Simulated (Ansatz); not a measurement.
| atom | x (Å) | y (Å) | z (Å) |
| --- | --- | --- | --- |
| F | 0.5602 | 1.0787 | 1.4803 |
| Ga | -0.7705 | -0.5310 | -0.7012 |
| Ge | -0.3149 | 1.8407 | -0.0429 |
| O | 0.1903 | -1.2340 | 0.9421 |
| H | -0.1288 | -1.8760 | 1.5894 |
| H | -1.4012 | -1.8913 | -1.2227 |
| H | 0.9733 | 1.7204 | -0.9888 |
| H | 0.4463 | -0.3356 | 1.3865 |

Geometry: r2SCAN-D4/def2-SVP.

Theory: Ansatz 0.2.0, isolated molecule in a Gaussian basis; Kohn-Sham density functional theory, functional PBE0.

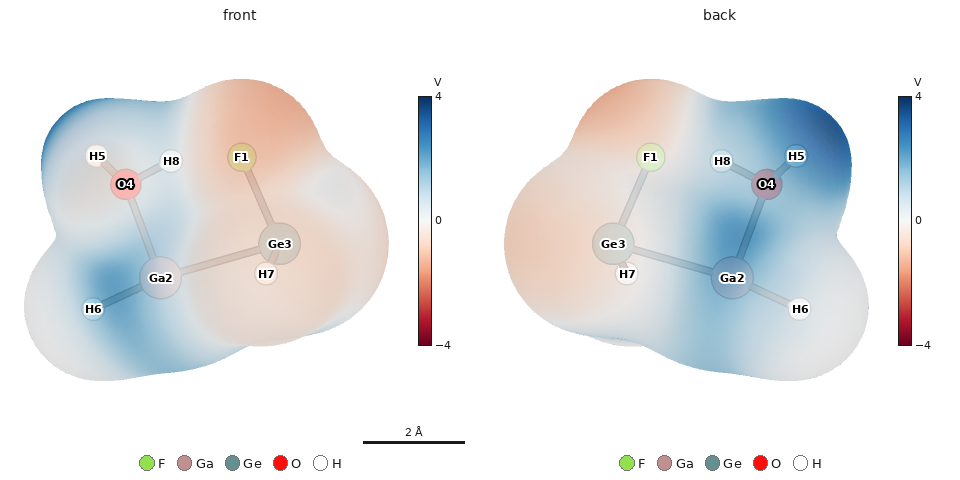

FGaGeH₄O. The electrostatic potential painted on the density surface at 0.002 e/bohr³, seen from the front and from behind; the colour scale runs from red (negative) to blue (positive).

Question: Which sites attract a positive test charge, and which a negative one?

Answer: A positive charge is drawn to the negative regions and a negative charge to the positive ones. The most negative region (about −1.3 V) lies over F1, the most positive (about +3.5 V) over H5.

Question: How polar is the molecule by this calculation?

Answer: Its dipole moment is 3.61 D.
